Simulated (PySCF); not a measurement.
## Electronic structure of C3H11NSi (SiH3(NHiPr)) in real space

```xyz
16

Si   -0.2198    1.9336    0.7580
H     1.0609    1.7938    1.5332
H     0.1037    2.7655   -0.4419
H    -1.2028    2.6630    1.6144
N    -0.9977    0.4438    0.3298
C    -0.4036   -0.6873   -0.3668
C     0.2580   -1.6742    0.5930
C     0.5743   -0.2042   -1.4273
H    -1.7702    0.1759    0.9298
H    -1.2180   -1.2212   -0.8923
H     1.0990   -1.1952    1.1205
H     0.6438   -2.5587    0.0614
H    -0.4590   -2.0236    1.3524
H     1.4291    0.3240   -0.9702
H     0.9829   -1.0527   -1.9951
H     0.0850    0.4837   -2.1323
```

Geometry: PBE0-D3(BJ)/def2-SVP.

Theory: wB97X-D/def2-SVPD, SCF density, gas phase in PySCF.

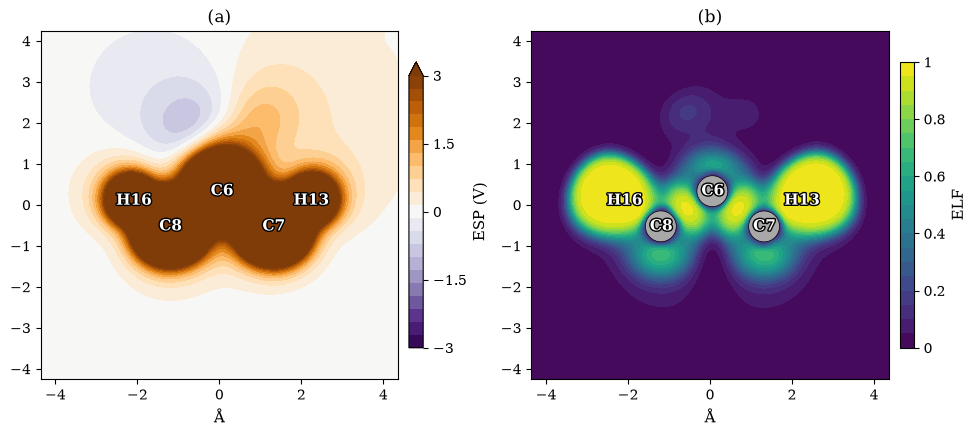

Figure 1. (a) molecular electrostatic potential; (b) electron localisation function on the plane of atoms C6, C8 and H16. Grey discs cover the atomic cores in the ELF map.

Q: What do the fields say about this system?

A:
- The plane passes through C and H nuclei.
- C–C (1.52 Å): the ELF peaks at about 0.95 between the atoms: localised, covalent bonding.
- C–H (1.10 Å): the ELF climbs to about 1 towards the hydrogen, as it does in any bond to H (a covalent bond by its length).
- Outside the dense part of the molecule the potential is most negative (−0.9 V) near N5, which lies off the plane.

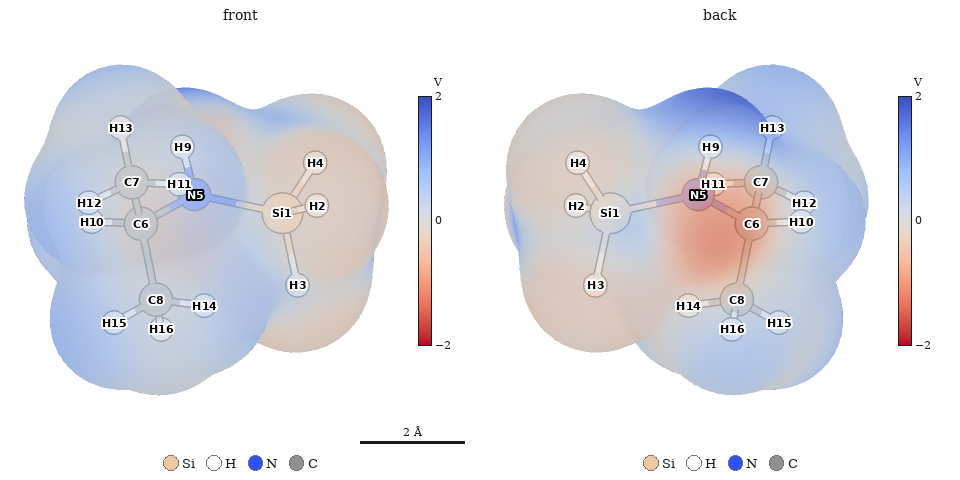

Figure 2. The molecular electrostatic potential painted on the density surface at 0.002 e/bohr³, seen from the front and from behind; red is negative and blue positive.

Q: Which sites attract a positive test charge, and which a negative one?

A: A positive charge is drawn to the negative regions and a negative charge to the positive ones. The most negative region (about −1.1 V) lies over N5, the most positive (about +1.6 V) over H9. N5 is the likeliest acceptor of a hydrogen bond.
